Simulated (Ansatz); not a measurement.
System: H4SSi2···SiH4.

The calculation's input:

```
crystal:
  periodic: [false, false, false]
  atoms:
    - {symbol: Si, position_ang: [-0.429703, -0.470426, -1.236143]}
    - {symbol: Si, position_ang: [1.440137, 1.565585, 0.328682]}
    - {symbol: S, position_ang: [1.227796, -1.121010, -2.051537]}
    - {symbol: H, position_ang: [0.018339, 1.070235, 0.138099]}
    - {symbol: H, position_ang: [-1.284937, 0.581073, -1.860942]}
    - {symbol: Si, position_ang: [-1.458495, -1.525430, 0.585599]}
    - {symbol: H, position_ang: [1.349981, 2.663208, 1.327828]}
    - {symbol: H, position_ang: [1.917004, 2.065076, -0.976903]}
    - {symbol: H, position_ang: [2.230821, 0.431055, 0.848341]}
    - {symbol: H, position_ang: [-2.433800, -0.608909, 1.236448]}
    - {symbol: H, position_ang: [-0.405892, -1.913500, 1.557922]}
    - {symbol: H, position_ang: [-2.171150, -2.737056, 0.102604]}
basis:
  gaussian: {orbitals: def2-TZVPP}
hamiltonian: {xc: pbe0, dispersion: d4}
output: {orbitals: {seedname: orbitals}}
```

Launched as:

```sh
ansatz run in.yaml --threads 4 --pin off --events-out ev --progress --plain --max-ram 9574MiB
```

The product side of a reaction path; geometry: PBE0-D4/def2-TZVP.

All numbers below come from RKS PBE0-D4/def2-TZVPP in Ansatz 0.2.0.

Question: What can the converged electron density and electron localisation function tell about the bonding?

Answer: Si1···H4 (2.11 Å): the density falls to about 0.21 e/Å³ on the way; the ELF climbs to about 1 towards the hydrogen, as it does in any bond to H.
Si–S (1.96 Å): the density is about 1 e/Å³ at the midpoint; the ELF peaks at about 0.85 between the atoms: a covalent bond.
Si–H (1.49 Å): ρ at the midpoint is about 0.81 e/Å³; the ELF climbs to about 1 towards the hydrogen.

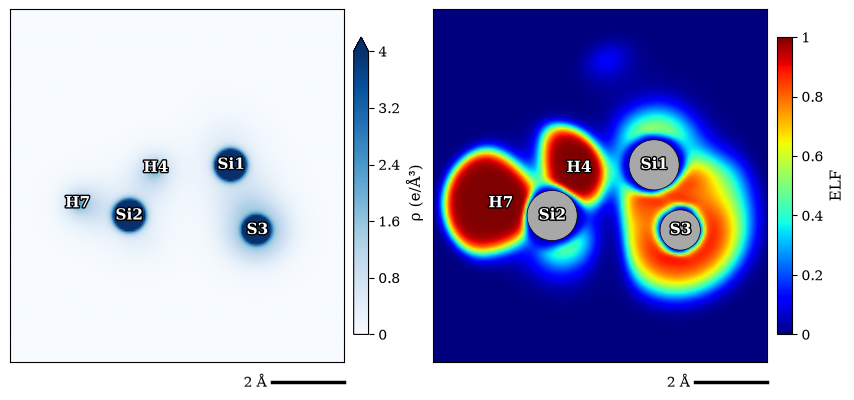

Computed electron density and electron localisation function on the plane of atoms H4, Si2 and H7, in this order. Grey discs cover the atomic cores in the ELF map. 
